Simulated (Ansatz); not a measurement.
## Fields on a plane of Co2C (space group Pnnm)

```yaml
crystal:
  lattice:
    - [4.30107, 0.00000, 0.00000]
    - [0.00000, 4.31411, 0.00000]
    - [0.00000, 0.00000, 2.84028]
  atoms:
    - { symbol: Co, position: [0.35276, 0.25620, 0.00000] }
    - { symbol: Co, position: [0.64724, 0.74380, 0.00000] }
    - { symbol: Co, position: [0.14724, 0.75620, 0.50000] }
    - { symbol: Co, position: [0.85276, 0.24380, 0.50000] }
    - { symbol: C, position: [0.00000, 0.00000, 0.00000] }
    - { symbol: C, position: [0.50000, 0.50000, 0.50000] }
```

The slice is a (010) plane (indices of the conventional cell) through the point (0.853, 0.244, 0.500) (fractional), spanned by u = [001] and v = [100] in vectors of this cell: u (2.84 Å) and v (4.30 Å, at 90° to u). It covers one period; positions are fractions (u, v).

Atoms on it: Co at (0.50, 0.50), 0.1 Å off the plane; Co at (0.00, 0.00). Other atoms lie within 1 Å of the plane.

Method: PBEsol (plane waves to 420 eV, PAW, scalar-relativistic; Ansatz, a first-principles code). k mesh 11×11×16. These are valence fields of a PAW run, semicore shells included where kept as valence: close to a nucleus they are smooth pseudo fields. Co2C is run without spin polarisation. Co2C was relaxed with its symmetry unable to fall.

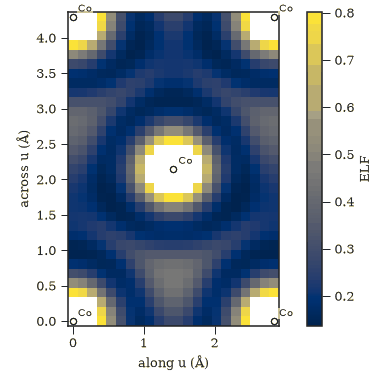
*Electron localisation function (ELF), one period of the plane, atoms marked. Points within 0.4 Å of a nucleus are left white, as the pseudised field means little there.*

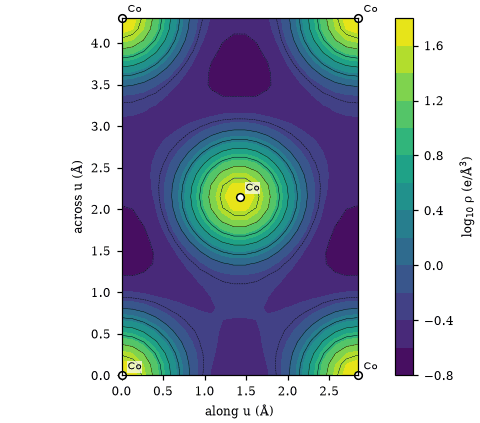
Figure: Log₁₀ of the valence density in e/Å³, one period of the plane, atoms marked. The scale is logarithmic, as a density can span decades between atoms and voids.
